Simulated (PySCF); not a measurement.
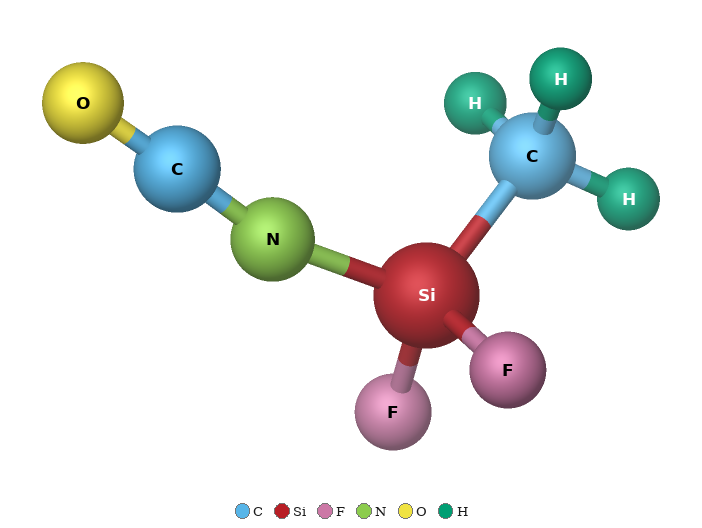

A ball-and-stick model of a molecule. Every bond is drawn as one stick, whatever its order.

What does the picture show?

Formula C₂H₃F₂NOSi. Its SMILES string is `C[Si](F)(F)N=C=O`. It has no ring. Among its groups: Si–N bond. Coordination, clear cases only: 1 C tetrahedral; 1 Si tetrahedral; 1 C linear.

More results for the same structure follow; atom numbers are the same in all pictures, views and colours differ. The computed structure is the end point of a PBE0-D3(BJ)/def2-TZVP optimisation. No frequency run is at hand to confirm it as a minimum.

NMR shielding

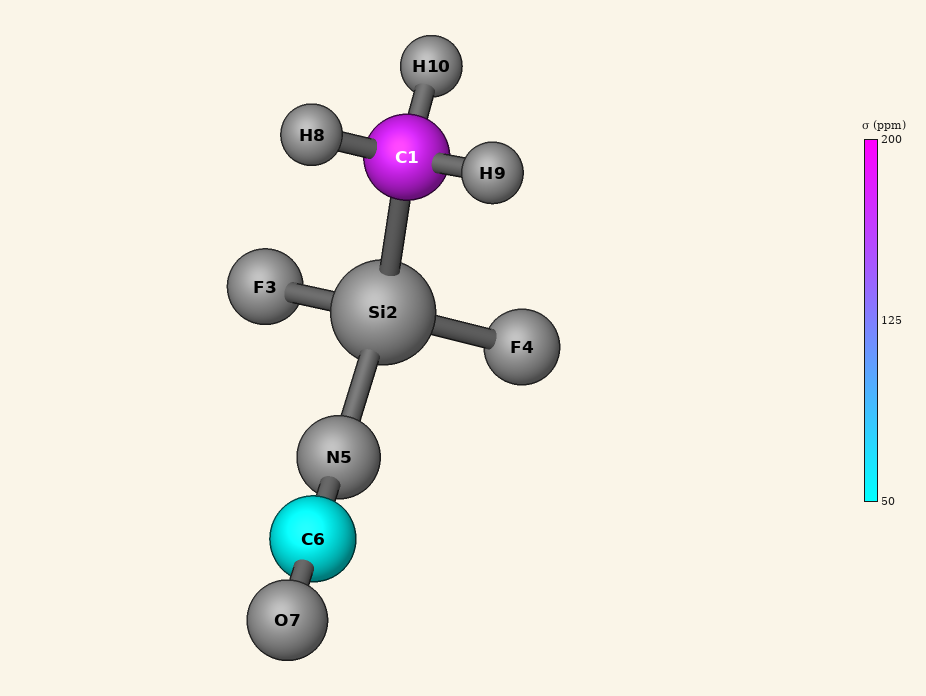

Atoms are coloured by their isotropic NMR shieldings (C only, the others grey). No frequency run is at hand to confirm it as a minimum. Level of theory: GIAO WP04/pcSseg-2 NMR shielding, non-relativistic, IEF-PCM chloroform (PySCF 2.14.0).

List the isotropic NMR shieldings of the C atoms.

```csv
atom,σ (ppm)
C1,179.4
C6,50.6
```

Quadrupole coupling

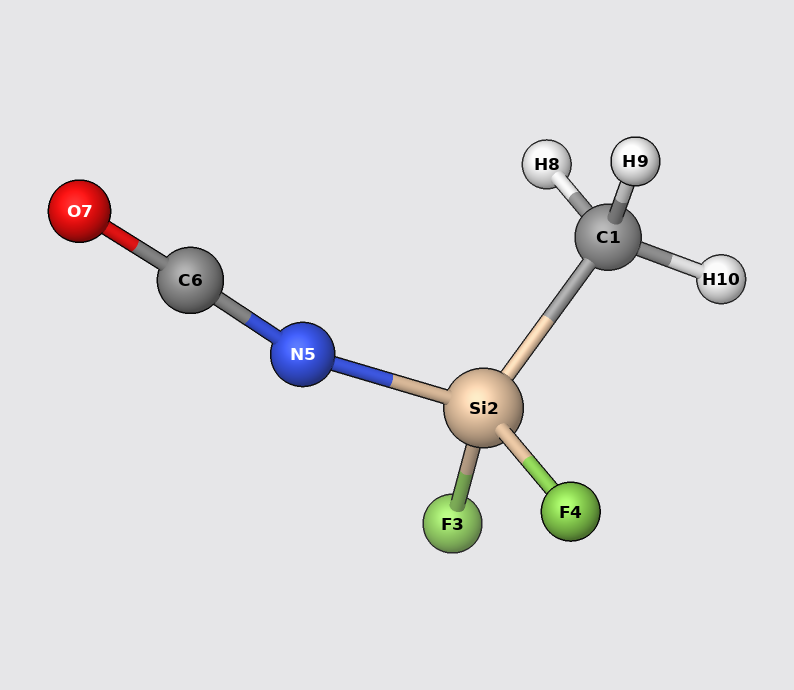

No frequency run is at hand to confirm it as a minimum. Electric field gradients from the ground-state density, PBE0/pcSseg-2 (PySCF 2.14.0), non-relativistic apart from any core potentials.

Give the largest field-gradient component, the quadrupole coupling constant and the asymmetry for 14N at N5 (Q = 20.44 mb), 17O at O7 (Q = −25.6 mb), 2H at H8 (Q = 2.86 mb), 2H at H9 (Q = 2.86 mb), 2H at H10 (Q = 2.86 mb).

| atom | V_zz (a.u.) | e²qQ/h (MHz) | η |
| --- | --- | --- | --- |
| N5 | 0.422 | 2.03 | 0.02 |
| O7 | 0.605 | −3.64 | 0.03 |
| H8 | 0.289 | 0.194 | 0.02 |
| H9 | 0.289 | 0.194 | 0.02 |
| H10 | 0.288 | 0.194 | 0.02 |

Charges

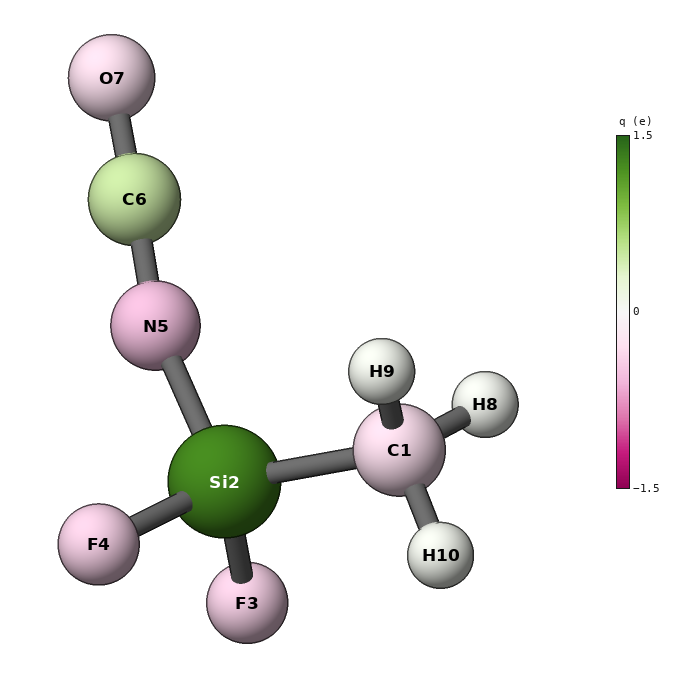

Atoms are coloured by their Mulliken charges. No frequency run is at hand to confirm it as a minimum. Properties computed with PBE0/pcSseg-2, gas phase (PySCF 2.14.0).

Which atom carries the highest charge (most positive or least negative)?

Answer. Si2 (1.25 e).

And the lowest?

Answer. N5 (−0.52 e).

List the Mulliken charges.

| atom | value (e) |
| --- | --- |
| C1 | −0.30 |
| Si2 | 1.25 |
| F3 | −0.40 |
| F4 | −0.40 |
| N5 | −0.52 |
| C6 | 0.47 |
| O7 | −0.28 |
| H8 | 0.06 |
| H9 | 0.06 |
| H10 | 0.07 |

Electronic properties

No frequency run is at hand to confirm it as a minimum. Properties computed with PBE0/pcSseg-2, gas phase (PySCF 2.14.0).

What does the calculation give?

- dipole moment: 2.46 D
- HOMO energy (Kohn–Sham orbital): −9.31 eV
- LUMO energy (Kohn–Sham orbital): 0.21 eV
- HOMO–LUMO gap: 9.53 eV

Mulliken values depend strongly on the basis set and can even reverse the polarity of a bond.
